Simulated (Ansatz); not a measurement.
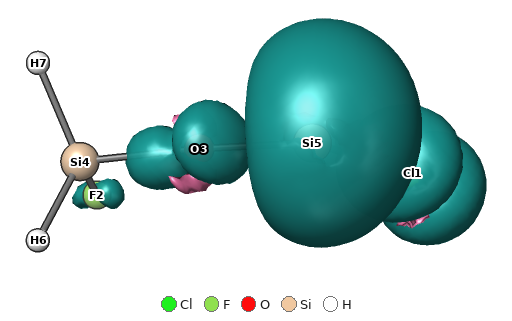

ClFH$_{2}$OSi$_{2}$ (SMILES F[SiH2]/[O+]=[Si]\Cl) (charge +1, doublet). Isosurfaces of the spin density at +0.015 (teal) and −0.015 e/Å³ (pink), seen from one side.

Geometry: B3LYP-D3(BJ)/def2-SVP.

These are results of isolated molecule in a Gaussian basis; Kohn-Sham density functional theory, functional PBE0 (Ansatz 0.2.0), not measurements.

```yaml
atoms:
  - { symbol: Cl, position_ang: [-3.6254, -0.3071, 2.9948] }
  - { symbol: F, position_ang: [-1.2462, -0.5501, -0.7452] }
  - { symbol: O, position_ang: [-1.0577, 0.7635, 1.5075] }
  - { symbol: Si, position_ang: [-0.2786, 0.5142, -0.0377] }
  - { symbol: Si, position_ang: [-1.9566, 0.7939, 2.7982] }
  - { symbol: H, position_ang: [-0.3328, 1.8268, -0.6961] }
  - { symbol: H, position_ang: [1.0278, -0.0699, 0.2962] }
```

Question: Which atoms carry the spin?

Answer: The unpaired spin (1 electron) lies mostly on Si5 (about 0.7) and Cl1 (about 0.2), in electrons by Hirshfeld's partition.
